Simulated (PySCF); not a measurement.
# C3H5BrF, doublet, SMILES `F[CH]CCBr`: electronic structure

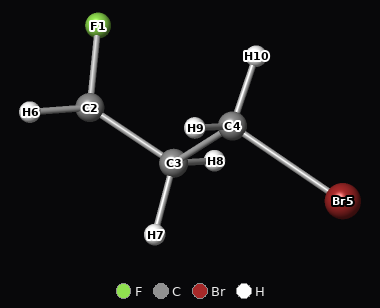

The molecule, with its atoms numbered as below. No frequency check shows the geometry to be a minimum.

Cartesian coordinates (Å):

```
F1      -3.2031    0.5858   -0.2809
C2      -2.5333   -0.4665    0.2195
C3      -1.1488   -0.6665   -0.2311
C4      -0.2067    0.3123    0.4920
Br5      1.6486    0.0326   -0.0572
H6      -2.9369   -0.8202    1.1519
H7      -0.8391   -1.6907   -0.0156
H8      -1.0773   -0.4884   -1.3074
H9      -0.2352    0.1654    1.5707
H10     -0.4511    1.3452    0.2488
```

### 1. Bonding charge

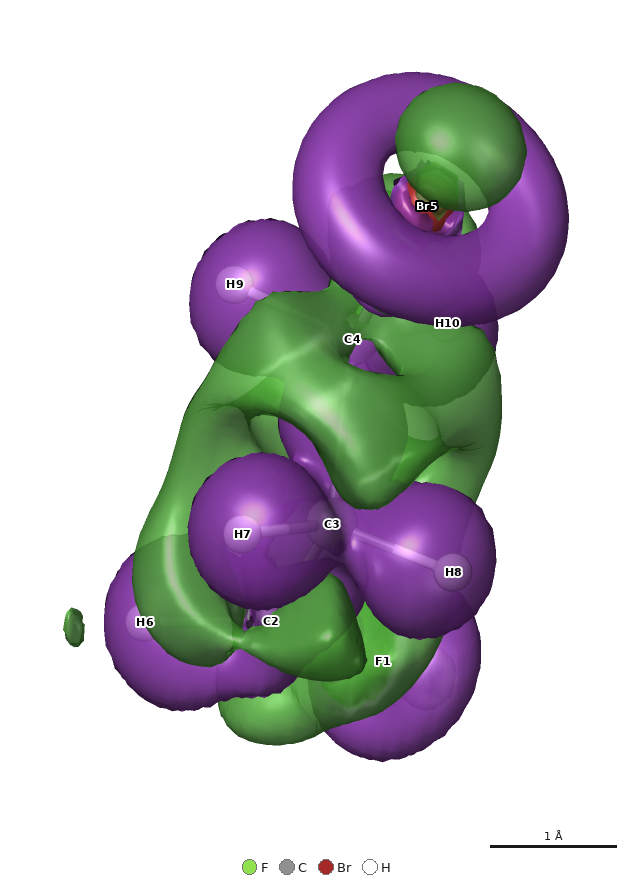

Deformation density (molecule less spherical, spin-averaged free atoms at the same positions), surfaces at ±0.05 e/Å³; purple: gain, green: loss.

PySCF calculation, r2SCAN/def2-SVP, gas phase; geometry: GFN2-xTB. The stability of the open-shell solution wasn't checked. GFN2-xTB doesn't know the spin state, so this open-shell geometry is rough.

Describe the bonding that the map shows.

Answer. C2–H6: +0.75 e/Å³ at the bond critical point (bond length 1.08 Å, Mayer order 1.0). C4–H10: +0.72 e/Å³ at the bond critical point (bond length 1.09 Å, Mayer order 1.0). C4–H9: +0.72 e/Å³ at the bond critical point (bond length 1.09 Å, Mayer order 1.0). C3–H8: +0.67 e/Å³ at the bond critical point (bond length 1.09 Å, Mayer order 0.9). C3–H7: +0.67 e/Å³ at the bond critical point (bond length 1.09 Å, Mayer order 0.9). C2–C3: +0.52 e/Å³ at the bond critical point (bond length 1.47 Å, Mayer order 1.0). C3–C4: +0.42 e/Å³ at the bond critical point (bond length 1.54 Å, Mayer order 1.0). C4–Br5: +0.10 e/Å³ at the bond critical point (bond length 1.96 Å, Mayer order 1.0). F1–C2: −0.06 e/Å³ at the bond critical point (bond length 1.34 Å, Mayer order 1.1); up to 0.6 Å beside the axis the gain reaches +0.20 e/Å³. In all, 2.1 electrons gather in the regions of gain relative to the promolecule. A small or negative value marks a very polar bond, one between electron-rich atoms, whose free-atom densities already overlap strongly, a long bond to a heavier atom, or a closed-shell contact such as a hydrogen bond.

Where do the Hirshfeld charges lie?

Answer. The highest Hirshfeld charge is on C2 (+0.05 e), the lowest on F1 (−0.08 e).

| atom | charge (e) |
| --- | --- |
| F1 | −0.08 |
| C2 | +0.05 |
| C3 | −0.08 |
| C4 | −0.03 |
| Br5 | −0.08 |
| H6 | +0.04 |
| H7 | +0.05 |
| H8 | +0.04 |
| H9 | +0.04 |
| H10 | +0.05 |

### 2. Bond critical points

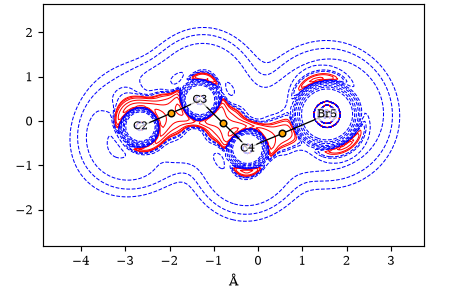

Negative Laplacian of the density (−∇²ρ) in the plane of C2, C3, C4 and Br5 (solid red lines positive, dashed blue lines negative, contours at ±0.02 to ±8 a.u.), with bond paths and bond critical points (dots).

Sort the bonds in the plane by the sign of ∇²ρ at their critical points.

Answer. Concentrated (∇²ρ < 0): C2–C3 (−0.65 a.u.); C3–C4 (−0.51 a.u.); C4–Br5 (−0.13 a.u.). At none is it depleted.

Where along C4–Br5 does the critical point lie?

Answer. 0.86 Å from C4 and 1.09 Å from Br5.

### 3. Local ionisation energy

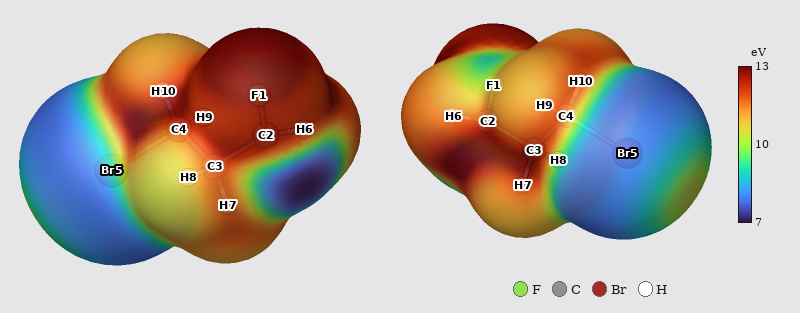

Average local ionisation energy on the surface of electron density 0.001 a.u. (back view left, front view right).

Where are the most loosely bound electrons on this surface?

Answer. The lowest value is 7.1 eV, 2.0 Å from C2. Further minima include 7.7 eV, 2.2 Å from Br5; 7.8 eV, 2.2 Å from Br5; 9.1 eV, 1.7 Å from H6. For comparison, the highest occupied orbital lies at −5.0 eV.

### 4. Spin density

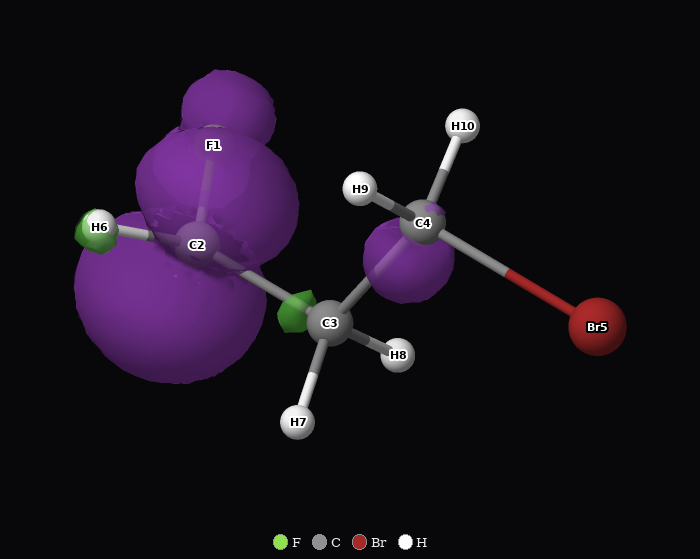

Spin density ρα − ρβ at ±0.05 e/Å³ (purple: excess α, green: excess β).

How is the spin shared among the atoms?

Answer. Hirshfeld spin populations: C2 +0.68, F1 +0.13, C4 +0.05, H6 +0.04 and C3 +0.04. ⟨S²⟩ = 0.76, against 0.75 for a pure state.

### 5. In an electric field

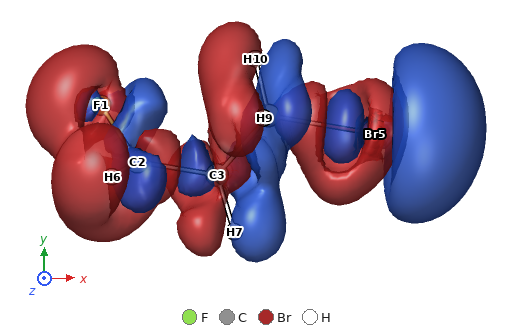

Change of the electron density in a uniform field of 0.41 V/Å, surfaces at ±0.002 e/Å³ (blue: gain, red: loss).

Computed with PySCF, r2SCAN/def2-SVPD, geometry: GFN2-xTB. The stability of the open-shell solution wasn't checked. GFN2-xTB doesn't know the spin state, so this open-shell geometry is rough.

Along which Cartesian direction does the field point?

Answer. Along −x: electrons gather on the +x side, against the field.

What dipole is induced, and what polarisability does it imply?

Answer. The induced dipole is 1.77 D (along the field); α along this axis, from the fields in both directions, is 85 bohr³ (12.6 Å³). The response isn't linear: the two directions induce 1.77 and 1.68 D.

Which atoms gain and lose the most charge?

Answer. Electrons gather most on Br5 (Hirshfeld charge changes by −0.059 e) and leave F1 most (+0.018 e); 0.123 electrons are displaced in all.
